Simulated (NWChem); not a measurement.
# Energy and gradient calculation, with input and output: CH2BrClOSi (part 1 of 2)

The run: energy and gradient calculation of CH2BrClOSi. Method and program: HF/STO-3G, RHF (NWChem 7.3.0).

The geometry comes from this level: PBE0-D4/def2-TZVP.

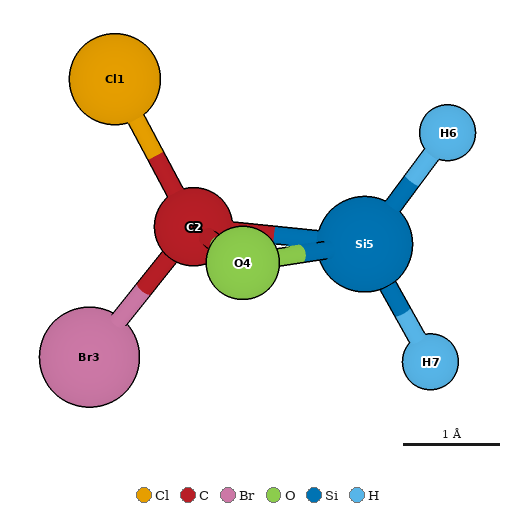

*The structure as given in the input (ball-and-stick view, seen at a tilt; atoms are numbered from 1 in the order of the input).*

Bond lengths as drawn: Br–C 1.93 Å, C–Cl 1.75 Å, C–O 1.41 Å, C–Si 1.81 Å, H–Si 1.47 Å and O–Si 1.69 Å.

## Results in brief

- outcome: converged
- total energy: −3397.222099 hartree
- basis functions: 48
- largest force: 2.538 eV/Å
- HOMO: −7.83 eV
- LUMO: 7.19 eV
- dipole moment: 4.30 D
- hardware: 1 thread of Intel Xeon (Sapphire Rapids), 192 GiB of memory available, shared host
- wall time: 20 s
- peak memory: 0.099 GiB

## Input
```
start sp
memory stack 880 mb heap 220 mb global 1100 mb
geometry units angstrom noautosym nocenter noautoz
Cl    -0.382500    -1.581800     1.654900
C     -0.129800    -0.797200     0.108300
Br    -0.729300    -1.913000    -1.350400
O      1.175400    -0.304400    -0.069400
Si     0.094000     0.990900    -0.086100
H      0.145300     1.885700     1.085000
H     -0.111900     1.651900    -1.388000
end
basis spherical bse
* library STO-3G
end
scf
singlet
rhf
thresh 1e-08
maxiter 80
end
task scf gradient
```

Run as:
```bash
nwchem sp.nw > sp.out
```

## What the program printed
```
Northwest Computational Chemistry Package (NWChem) 7.3.0
             --------------------------------------------------------

           Job information
           ---------------

    nwchem branch   = 7.3.0
    use scalapack   = T
    input           = sp.nw
    prefix          = sp.
    data base       = ./sp.db
    status          = startup
    nproc           =        1

           Memory information
           ------------------

    heap     =     28835840 doubles =      220.0 Mbytes
    stack    =    115343357 doubles =      880.0 Mbytes
    global   =    144179200 doubles =     1100.0 Mbytes (distinct from heap & stack)
    total    =    288358397 doubles =     2200.0 Mbytes
    verify   = yes
    hardfail = no

           Directory information
           ---------------------

  0 permanent = .
  0 scratch   = .

                                NWChem Input Module
                                -------------------

 Scaling coordinates for geometry "geometry" by  1.889725989
 (inverse scale =  0.529177249)

                             Geometry "geometry" -> ""
                             -------------------------

 Output coordinates in angstroms (scale by  1.889725989 to convert to a.u.)

  No.       Tag          Charge          X              Y              Z
 ---- ---------------- ---------- -------------- -------------- --------------
    1 Cl                  17.0000    -0.38250000    -1.58180000     1.65490000
    2 C                    6.0000    -0.12980000    -0.79720000     0.10830000
    3 Br                  35.0000    -0.72930000    -1.91300000    -1.35040000
    4 O                    8.0000     1.17540000    -0.30440000    -0.06940000
    5 Si                  14.0000     0.09400000     0.99090000    -0.08610000
    6 H                    1.0000     0.14530000     1.88570000     1.08500000
    7 H                    1.0000    -0.11190000     1.65190000    -1.38800000

      Atomic Mass
      -----------

      Cl                34.968850
      C                 12.000000
      Br                79.916500
      O                 15.994910
      Si                27.976930
      H                  1.007825

 Effective nuclear repulsion energy (a.u.)     498.1302837947

            Nuclear Dipole moment (a.u.)
            ----------------------------
        X                 Y               Z
 ---------------- ---------------- ----------------
   -41.6763948973  -158.0827599035   -38.8234755724

            XYZ format geometry
            -------------------
     7
 geometry
 Cl                   -0.38250000    -1.58180000     1.65490000
 C                    -0.12980000    -0.79720000     0.10830000
 Br                   -0.72930000    -1.91300000    -1.35040000
 O                     1.17540000    -0.30440000    -0.06940000
 Si                    0.09400000     0.99090000    -0.08610000
 H                     0.14530000     1.88570000     1.08500000
 H                    -0.11190000     1.65190000    -1.38800000

 ==============================================================================
                                internuclear distances
 ------------------------------------------------------------------------------
       center one      |      center two      | atomic units |  angstroms
 ------------------------------------------------------------------------------
    2 C                |   1 Cl               |     3.31184  |     1.75255
    3 Br               |   2 C                |     3.65075  |     1.93189
    4 O                |   2 C                |     2.65772  |     1.40641
    5 Si               |   2 C                |     3.42514  |     1.81251
    5 Si               |   4 O                |     3.18883  |     1.68746
    6 H                |   5 Si               |     2.78680  |     1.47471
    7 H                |   5 Si               |     2.78647  |     1.47454
 ------------------------------------------------------------------------------
                         number of included internuclear distances:          7
 ==============================================================================

 ==============================================================================
                                 internuclear angles
 ------------------------------------------------------------------------------
        center 1       |       center 2       |       center 3       |  degrees
 ------------------------------------------------------------------------------
    1 Cl               |   2 C                |   3 Br               |   111.29
    1 Cl               |   2 C                |   4 O                |   113.71
    1 Cl               |   2 C                |   5 Si               |   123.65
    3 Br               |   2 C                |   4 O                |   113.26
    3 Br               |   2 C                |   5 Si               |   121.81
    2 C                |   4 O                |   5 Si               |    71.06
    2 C                |   4 O                |   5 Si               |    71.06
    5 Si               |   4 O                |   2 C                |    71.06
    2 C                |   5 Si               |   6 H                |   121.18
    2 C                |   5 Si               |   7 H                |   121.31
    4 O                |   5 Si               |   6 H                |   115.82
    4 O                |   5 Si               |   7 H                |   116.25
    6 H                |   5 Si               |   7 H                |   115.72
 ------------------------------------------------------------------------------
                            number of included internuclear angles:         13
 ==============================================================================

 Summary of "ao basis" -> "" (spherical)
 ------------------------------------------------------------------------------
       Tag                 Description            Shells   Functions and Types
 ---------------- ------------------------------  ------  ---------------------
 *                           STO-3G                   on all atoms

                      Basis "ao basis" -> "ao basis" (spherical)
                      -----
  [basis functions not shown]

 Summary of "ao basis" -> "ao basis" (spherical)
 ------------------------------------------------------------------------------
       Tag                 Description            Shells   Functions and Types
 ---------------- ------------------------------  ------  ---------------------
 Cl                          STO-3G                  5        9   3s2p
 C                           STO-3G                  3        5   2s1p
 Br                          STO-3G                  8       18   4s3p1d
 O                           STO-3G                  3        5   2s1p
 Si                          STO-3G                  5        9   3s2p
 H                           STO-3G                  1        1   1s

                                 NWChem SCF Module
                                 -----------------

  ao basis        = "ao basis"
  functions       =    48
  atoms           =     7
  closed shells   =    41
  open shells     =     0
  charge          =   0.00
  wavefunction    = RHF
  input vectors   = atomic
  output vectors  = ./sp.movecs
  use symmetry    = F
  symmetry adapt  = F

 Summary of "ao basis" -> "ao basis" (spherical)
 ------------------------------------------------------------------------------
       Tag                 Description            Shells   Functions and Types
 ---------------- ------------------------------  ------  ---------------------
 Cl                          STO-3G                  5        9   3s2p
 C                           STO-3G                  3        5   2s1p
 Br                          STO-3G                  8       18   4s3p1d
 O                           STO-3G                  3        5   2s1p
 Si                          STO-3G                  5        9   3s2p
 H                           STO-3G                  1        1   1s

 Forming initial guess at       0.1s

      Superposition of Atomic Density Guess
      -------------------------------------

 Sum of atomic energies:       -3396.53728367

      Non-variational initial energy
      ------------------------------

 Total energy =   -3396.859008
 1-e energy   =   -5742.241783
 2-e energy   =    1847.252492
 HOMO         =      -0.085405
 LUMO         =       0.242520

 Starting SCF solution at       0.5s

 ----------------------------------------------
         Quadratically convergent ROHF

 Convergence threshold     :          1.000E-08
 Maximum no. of iterations :           80
 Final Fock-matrix accuracy:          1.000E-10
 ----------------------------------------------

              iter       energy          gnorm     gmax       time
             ----- ------------------- --------- --------- --------
                 1    -3397.0344185973  1.35D+00  4.25D-01      1.1
                 2    -3397.2081655517  2.64D-01  8.04D-02      2.3
                 3    -3397.2220753285  1.28D-02  3.76D-03      3.6
                 4    -3397.2220989140  1.11D-04  4.04D-05      5.5
                 5    -3397.2220989164  1.02D-08  2.72D-09      9.8
                 6    -3397.2220989164  3.07D-10  9.74D-11     11.7

       Final RHF  results
       ------------------

         Total SCF energy =  -3397.222098916445
      One-electron energy =  -5738.264374252713
      Two-electron energy =   1842.911991541617
 Nuclear repulsion energy =    498.130283794651

        Time for solution =     11.2s

             Final eigenvalues
             -----------------

              1
    1 -484.4769
    2 -103.6973
    3  -68.0638
    4  -63.2034
    5  -57.7535
    6  -57.7511
    7  -57.7511
    8  -20.2607
    9  -11.1390
   10  -10.3808
   11   -9.1497
   12   -7.8250
   13   -7.8193
   14   -7.8191
   15   -6.9014
   16   -6.8886
   17   -6.8883
   18   -6.0464
   19   -4.0733
   20   -4.0712
   21   -4.0709
   22   -2.2584
   23   -2.2537
   24   -2.2535
   25   -2.2405
   26   -2.2405
   27   -1.3439
   28   -1.0548
   29   -0.9031
   30   -0.7412
   31   -0.6883
   32   -0.5669
   33   -0.5430
   34   -0.5128
   35   -0.4664
   36   -0.4217
   37   -0.3862
   38   -0.3697
   39   -0.3359
   40   -0.3211
   41   -0.2876
   42    0.2643
   43    0.3547
   44    0.3895
   45    0.3976
   46    0.5495
   47    0.5809
   48    0.6694

                       ROHF Final Molecular Orbital Analysis
                       -------------------------------------

 Vector   27  Occ=2.000000D+00  E=-1.343892D+00
              MO Center=  8.1D-01, -3.2D-01, -2.0D-02, r^2= 7.0D-01
   Bfn.  Coefficient  Atom+Function         Bfn.  Coefficient  Atom+Function
  ----- ------------  ---------------      ----- ------------  ---------------
    34      0.761024  4 O  s                 11      0.266247  2 C  s
    33     -0.212661  4 O  s

 Vector   28  Occ=2.000000D+00  E=-1.054788D+00
              MO Center= -2.7D-01, -1.3D+00,  1.1D+00, r^2= 1.5D+00
   Bfn.  Coefficient  Atom+Function         Bfn.  Coefficient  Atom+Function
  ----- ------------  ---------------      ----- ------------  ---------------
     6      0.801521  1 Cl s                 34     -0.266496  4 O  s
    11      0.263434  2 C  s                  2     -0.241487  1 Cl s
    24      0.153212  3 Br s
```
